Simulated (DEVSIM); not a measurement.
System: Mo/HfO2/n-Si capacitor, at 300 K.

```tsv
layer (left to right)	material	thickness (nm)	Nd (cm⁻³)
1	HfO2	7.00	-
2	Si	2700	4.6e16
```

Metal gate on the left, work function 4.6 eV. Fixed charge at the semiconductor interface 2.9e12 cm⁻² (in units of +e); interface traps 1e12 cm⁻² eV⁻¹, uniform in energy, neutral level at 0.5 of the gap above the valence band.

Constants are typed, rounded textbook-type inputs, not results; the design itself was drawn at random and stands for no fabricated device. Values at 300 K.

```
parameter      HfO2       Si
-------------  ----  -------
gap (eV)        5.7    1.124
affinity (eV)   2.5     4.05
permittivity     22     11.7
Nc (cm⁻³)         -  2.86e19
Nv (cm⁻³)         -   3.1e19
```

Simulated with DEVSIM: 1D Poisson equation in equilibrium, Boltzmann statistics, complete ionisation; no quantum confinement or tunnelling. Metal contacts follow the ideal Schottky-Mott rule: no Fermi-level pinning, no interface dipoles.

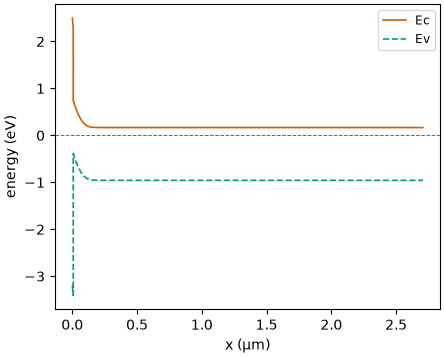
*Band edges at -0.4 V on the gate*

Energies count from the Fermi level of the right contact; mesh points crowd at the junctions.

```
x (μm)    Ec (eV)  Ev (eV)  n (cm⁻³)  p (cm⁻³)  field (V/cm)
--------  -------  -------  --------  --------  ------------
0.000       2.500   -3.200     < 1e2     < 1e2       -300000
0.001125    2.466   -3.234     < 1e2     < 1e2       -300000
0.003073    2.408   -3.292     < 1e2     < 1e2       -300000
0.005248    2.342   -3.357     < 1e2     < 1e2       -300000
0.006969    2.291   -3.409     < 1e2     < 1e2       -380000
0.008285    0.728   -0.396     1.7e7    7.0e12        -87000
0.01099     0.705   -0.419     4.1e7    2.8e12        -85000
0.02008     0.630   -0.494     7.4e8    1.6e11        -79000
0.03583     0.515   -0.609    6.5e10     1.8e9        -68000
0.07121     0.319   -0.805    1.2e14    950000        -43000
0.1436      0.175   -0.949    3.3e16      3500         -4200
0.3863      0.166   -0.958    4.6e16      2500           ≈ 0
0.8350      0.166   -0.958    4.6e16      2500           ≈ 0
1.642       0.166   -0.958    4.6e16      2500           ≈ 0
2.322       0.166   -0.958    4.6e16      2500           ≈ 0
2.525       0.166   -0.958    4.6e16      2500           ≈ 0
2.624       0.166   -0.958    4.6e16      2500           ≈ 0
2.668       0.166   -0.958    4.6e16      2500           ≈ 0
2.694       0.166   -0.958    4.6e16      2500           ≈ 0
2.701       0.166   -0.958    4.6e16      2500           ≈ 0
2.705       0.166   -0.958    4.6e16      2500           ≈ 0
2.707       0.166   -0.958    4.6e16      2500           ≈ 0
```
